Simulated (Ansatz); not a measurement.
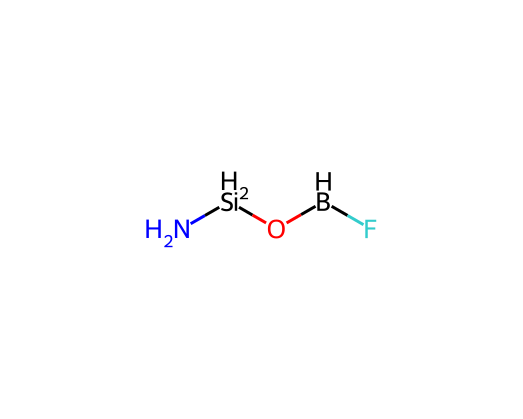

Computed geometry: PBE0-D4/def2-TZVP optimisation. No frequency run is at hand to confirm it as a minimum. Properties computed with RKS B3LYP-D4/def2-TZVPP (Ansatz 0.2.0).

Computed properties:

The species is BFH5NOSi (`N[SiH2]OBF`).
- dipole moment: 2.28 D
- HOMO energy (Kohn–Sham orbital): −7.83 eV
- LUMO energy (Kohn–Sham orbital): 0.00 eV
- HOMO–LUMO gap: 7.82 eV
- dispersion correction: −27.6 kJ/mol
